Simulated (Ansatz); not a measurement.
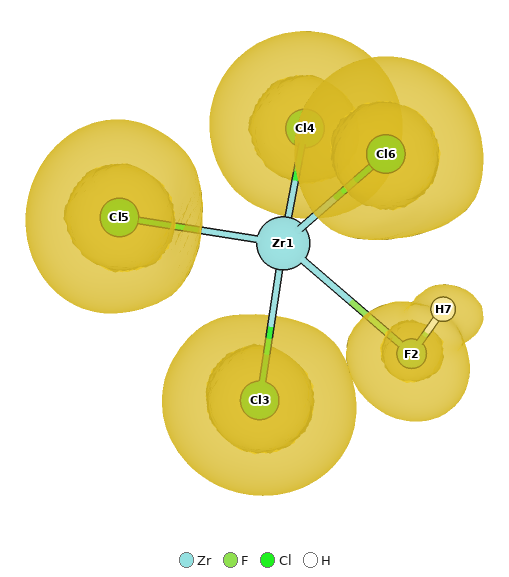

Figure 1: Cl₄FHZr. Isosurface of the ELF at 0.75 (yellow), seen at an oblique angle. Only the valence region is drawn (cores and ρ < 0.01 e/Å³ removed).

Core potentials replace the inner electrons of Zr.

Theory: RKS BHLYP-D4/def2-SVP (Ansatz 0.2.0).

```xyz
7

Zr   -0.5170    0.0000   -0.1349
F    -0.0129    0.0022    2.1664
Cl    1.8348   -0.0004   -0.0564
Cl   -0.9239    1.8753   -1.4358
Cl   -0.9241   -1.8753   -1.4358
Cl   -2.5624    0.0002    1.2017
H    -0.8785   -0.0021    2.5311
```

Describe the localisation domains.

Answer. At this value the surface marks out four regions wrapped around Cl (the valence shell of each) and one joined region spread over several atoms (F, H), in which their bonds and any lone pairs are merged. Along the contacts the grid gives the following. Zr–Cl (2.32 Å): the ELF peaks at about 0.85 in the valence shell of Cl, 0.8 Å from its nucleus, and is about 0.35 at the midpoint. Zr–F (2.36 Å): the ELF peaks at about 0.90 in the valence shell of F, 0.6 Å from its nucleus, and drops to about 0.05 between the two atoms.
